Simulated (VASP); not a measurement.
Band structure of GaN (zinc blende). Computed with SCAN meta-GGA, VASP's PBE PAW potentials (set 64) (plane waves; VASP).

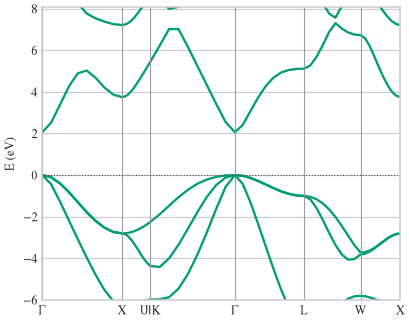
Fig. 1. Bands along high-symmetry lines, zero at the valence-band maximum or, without a gap, the Fermi level

Question: Read the plot: is there a gap, and where are the band edges?

Answer: The gap is direct, 2.06 eV, from the valence maximum at Γ to the conduction minimum at Γ.

The compound is GaN in the zinc blende structure, a metastable form; wurtzite is the usual one. It was relaxed first.
